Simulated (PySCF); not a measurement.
# NEVPT2(3,3)/STO-6G run of SiH2F (SMILES F[SiH2])

Aim: the energy change on altering one bond length of SiH2F at NEVPT2(3,3)/STO-6G, from 2 runs. 

Program for the calculation: PySCF 2.14.0.

10 further runs of the same task are left out: 10 set aside as unsound or not needed.

## 1. Starting point

SiH2F: 4 atoms, total charge 0, spin state doublet. As SMILES, `F[SiH2]`. Geometry: relaxed at GFN2-xTB.

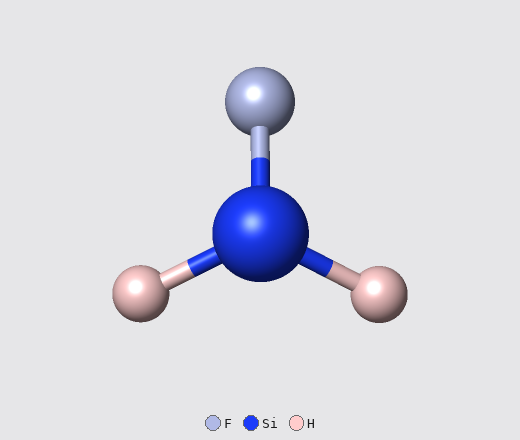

The structure, seen from a chosen angle (fluorine light blue, silicon blue, hydrogen pink).

## 2. The energy at NEVPT2(3,3)/STO-6G

calc.py

```python
import numpy
from pyscf import gto, scf, mp, mcscf, mrpt

mol = gto.M(
    atom='''
F        1.205590       0.647540      -0.425510
Si      -0.122150      -0.264920      -0.246870
H       -1.219930       0.678520      -0.261640
H        0.136490      -1.061140       0.934020
''',
    max_memory=1860,
    verbose=3,
    spin=1,
    basis='sto-6g',
    charge=0,
)

mf = scf.ROHF(mol)
mf.conv_tol = 1e-10
mf.kernel()
if not mf.converged:
    mf = mf.newton().run(mf.mo_coeff, mf.mo_occ)

pt = mp.MP2(scf.addons.convert_to_uhf(mf)).run()
noons, natorbs = mcscf.addons.make_natural_orbitals(pt)
print('natural occupations', numpy.round(noons[:40], 4))
cas = mcscf.CASSCF(mf, 3, 3)
cas.fix_spin_(ss=0.75)
cas.natorb = True
cas.kernel(natorbs)
e_pt2 = mrpt.NEVPT(cas).kernel()
e_final = cas.e_tot + e_pt2
print('E = %.10f Eh' % e_final)
```

Started as:

```bash
$ OMP_NUM_THREADS=1 python calc.py
```

The program printed:

```text
converged SCF energy = -387.968074719491
E(UMP2) = -388.016346702943  E_corr = -0.0482719834518458
E(SCS-UMP2) = -388.021129643538  E_corr = -0.0530549240473777
natural occupations [2.     2.     2.     1.9998 1.9998 1.9998 1.9996 1.9976 1.9954 1.9926
 1.9881 1.9835 1.0033 0.0174 0.0126 0.0105]
CASSCF energy = -387.984858423369
CASCI E = -387.984858423369  E(CI) = -2.75558207628967  S^2 = 0.7500000
Sr    (-1)',   E = -0.00005693895629
Si    (+1)',   E = -0.00406310005608
Sijrs (0)  ,   E = -0.01677107752492
Sijr  (+1) ,   E = -0.00454332669778
Srsi  (-1) ,   E = -0.00255554322587
Srs   (-2) ,   E = -0.00021764843893
Sij   (+2) ,   E = -0.00148705985926
Sir   (0)' ,   E = -0.00571309092833
Nevpt2 Energy = -0.035407785687467
E = -388.0202662091 Eh
```

It took 1.7 s on 1 thread of Arm Neoverse N1, shared host; peak memory 0.12 GiB.

## 3. The distorted shape, same level

calc.py

```python
import numpy
from pyscf import gto, scf, mp, mcscf, mrpt

mol = gto.M(
    atom='''
F      1.398469     3.932019    -4.820899
Si    -1.110596     2.207720    -4.483319
H     -3.185099     3.990563    -4.511230
H      0.257929    -2.005264     1.765042
''',
    unit='bohr',
    verbose=3,
    max_memory=1860,
    basis='sto-6g',
    spin=1,
    charge=0,
)

mf = scf.ROHF(mol)
mf.conv_tol = 1e-10
mf.kernel()
if not mf.converged:
    mf = mf.newton().run(mf.mo_coeff, mf.mo_occ)

pt = mp.MP2(scf.addons.convert_to_uhf(mf)).run()
noons, natorbs = mcscf.addons.make_natural_orbitals(pt)
print('natural occupations', numpy.round(noons[:40], 4))
cas = mcscf.CASSCF(mf, 3, 3)
cas.fix_spin_(ss=0.75)
cas.natorb = True
cas.kernel(natorbs)
e_pt2 = mrpt.NEVPT(cas).kernel()
etot = cas.e_tot + e_pt2
print('E(%s) = %.9f' % ('NEVPT2', etot))
```

Started as:

```bash
$ OMP_NUM_THREADS=1 python calc.py
```

The program printed:

```text
converged SCF energy = -387.847531743194
E(UMP2) = -387.900979832438  E_corr = -0.0534480892440941
E(SCS-UMP2) = -387.904652509315  E_corr = -0.0571207661211574
natural occupations [2.     2.     2.     1.9999 1.9998 1.9998 1.9997 1.9978 1.9911 1.9871
 1.9865 1.9788 1.     0.023  0.022  0.0146]
CASSCF energy = -387.858991594110
CASCI E = -387.858991594110  E(CI) = -1.91847894097100  S^2 = 0.7500000
Sr    (-1)',   E = -0.00000017047066
Si    (+1)',   E = -0.00000054836409
Sijrs (0)  ,   E = -0.02289121357025
Sijr  (+1) ,   E = -0.01337936372307
Srsi  (-1) ,   E = -0.00131606124381
Srs   (-2) ,   E = -0.00256913945569
Sij   (+2) ,   E = -0.00240355558003
Sir   (0)' ,   E = -0.00126063843155
Nevpt2 Energy = -0.043820690839146
E(NEVPT2) = -387.902812285
```

It took 3 s on 1 thread of Arm Neoverse N1, shared host; peak memory 0.12 GiB.

## 4. Summary of results

At NEVPT2(3,3)/STO-6G:

```
                                                          quantity          value
                                         first shape: total energy  -388.02027 Eh
                 first shape: dipole moment (Hartree–Fock density)         1.63 D
                                     distorted shape: total energy  -387.90281 Eh
             distorted shape: dipole moment (Hartree–Fock density)         0.67 D
energy change with the Si2–H4 bond stretched from 1.448 to 4.053 Å       3.196 eV
```

**Reading.** With the Si2–H4 bond stretched from 1.448 to 4.053 Å the energy rises by 3.20 eV (74 kcal/mol). The first shape isn't relaxed at this level, so the change isn't measured from a minimum. The minimal basis adds a large error of its own. Mulliken charges (first shape) of the mean-field density run from -0.35 on F1 to +0.70 on Si2.
